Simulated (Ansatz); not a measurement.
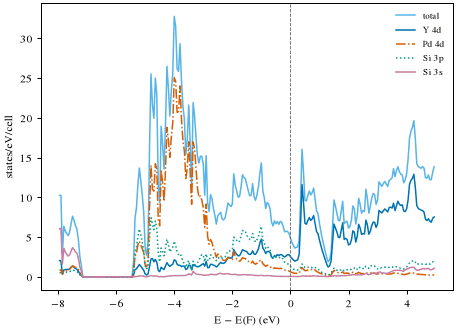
Figure: Total and projected density of states of Y3Si3Pd2 in space group Cmcm (No. 63; Pearson symbol oS32), r²SCAN in the plane-wave PAW code Ansatz

### Question
Which orbitals carry the states next to the Fermi level?

### Answer
Within 0.5 eV of the Fermi level: Y 4d 55 %, Si 3p 24 %, Pd 4d 12 %. Projections are on Löwdin-orthogonalised atomic valence shells; empty p or d shells of many metals are not among them.

### Question
Where is the tallest occupied peak in this window, and what makes it?

### Answer
Near -4.0 eV, about 33 states/eV per cell; the largest projected share is Pd 4d.

The workflow started from a Materials Project entry (that database holds measured and hypothetical structures alike); the Crystallography Open Database copy checked does not list it. Whether it is the stable phase at ambient conditions was not checked. The r²SCAN relaxation kept the symmetry of its start; whether a distortion lowers the energy is not shown. The run is not spin-polarised. Scalar-relativistic: spin–orbit coupling is off unless named, which matters more the heavier the elements.

Potentials: the later of the program's two PAW sets.
